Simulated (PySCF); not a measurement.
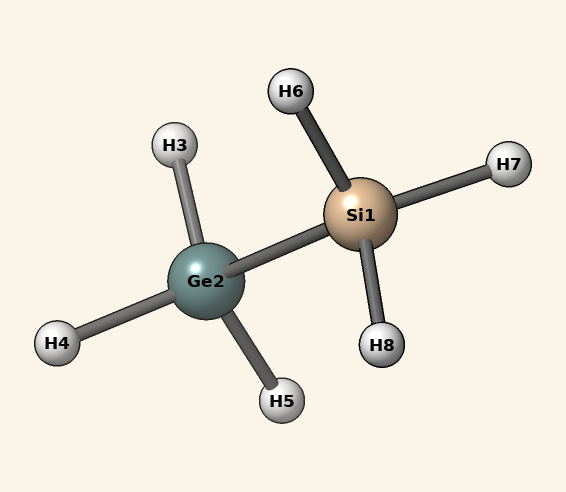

Computed geometry: PBE0-D3(BJ)/def2-SVP optimisation. No frequency run is at hand to confirm it as a minimum. Method: delta-SCF UKS SCAN, pcX-2 on the ionised atom (unc-x2c-TZVPall on a metal), pcseg-1 elsewhere, spin-free X2C (PySCF 2.14.0).

Give the core-electron binding energies (to vacuum; p and d levels without spin–orbit splitting) of Si1 1s, Si1 2p.

```csv
atom,level,binding energy (eV)
Si1,1s,1846.4
Si1,2p,106.9
```
